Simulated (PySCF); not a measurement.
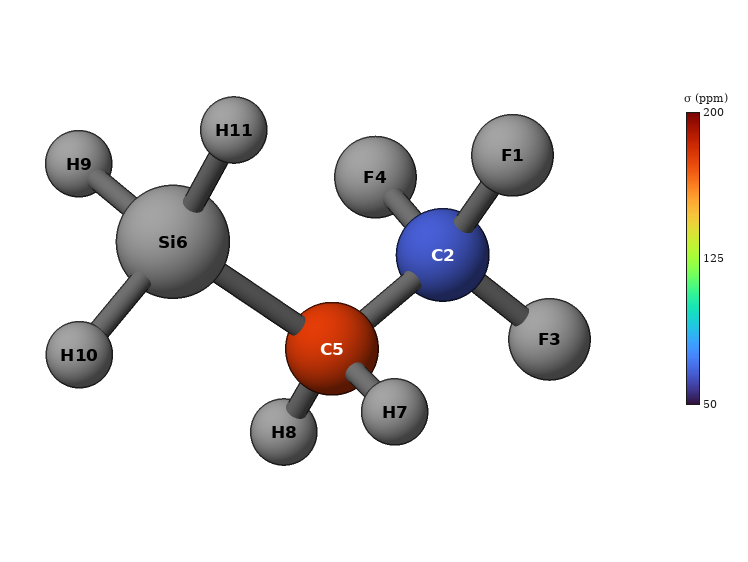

Atoms are coloured by their isotropic NMR shieldings (C only, the others grey). The geometry was computed by an optimisation with PBE0-D3(BJ)/def2-SVP. No frequency run is at hand to confirm it as a minimum. Method: GIAO PBE0/def2-SVP NMR shielding, non-relativistic, gas phase (PySCF 2.14.0).

Give the isotropic NMR shieldings of the C atoms atom by atom.

```json
{"atom": "C2", "σ (ppm)": "65.7"}
{"atom": "C5", "σ (ppm)": "178.2"}
```
